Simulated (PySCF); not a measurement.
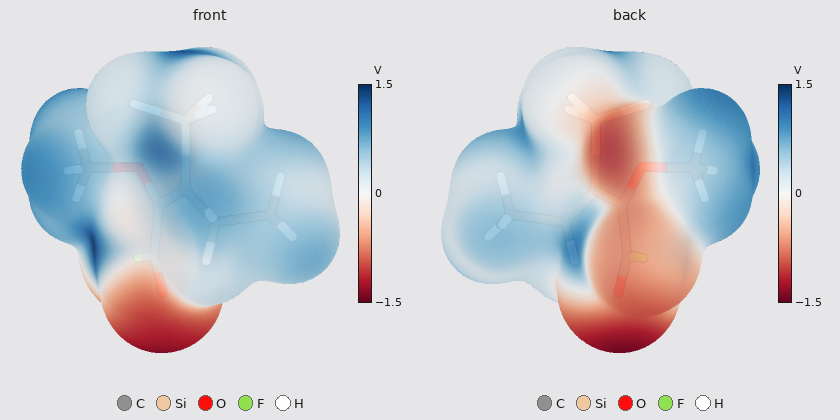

C$_{6}$H$_{11}$FO$_{2}$Si. The molecular electrostatic potential painted on the density surface at 0.002 e/bohr³, seen from the front and from behind; red is negative and blue positive.

Geometry: GFN2-xTB.

Level of theory: PySCF 2.14.0, PBE0/pcSseg-1, SCF density, gas phase, non-relativistic.

```xyz
21

C    -2.7263   -0.5653   -0.1153
C    -1.6164    0.0477   -0.9723
C    -0.4072    0.2782   -0.1382
Si   -0.3637    1.5851    1.2397
C     0.7247   -0.4499   -0.1721
O     1.6434   -0.1460    0.8167
C     2.9505    0.1973    0.3937
C     0.9765   -1.5756   -1.0639
O     0.4208   -1.9006   -2.0626
F     2.0107   -2.3623   -0.6174
H    -2.4158   -1.5380    0.2590
H    -3.6274   -0.6941   -0.7095
H    -2.9529    0.0763    0.7335
H    -1.9589    1.0130   -1.3541
H    -1.4015   -0.6058   -1.8170
H    -0.2957    0.9350    2.5426
H     0.7624    2.4831    0.9942
H    -1.6094    2.3520    1.1218
H     3.4665    0.5395    1.2886
H     2.9247    1.0053   -0.3443
H     3.4861   -0.6580   -0.0235
```

> Describe the electrostatic potential map.

The most negative region (about −1.4 V) lies over O9, the most positive (about +1.3 V) over Si4, C7 and C8. O9 is the likeliest acceptor of a hydrogen bond.
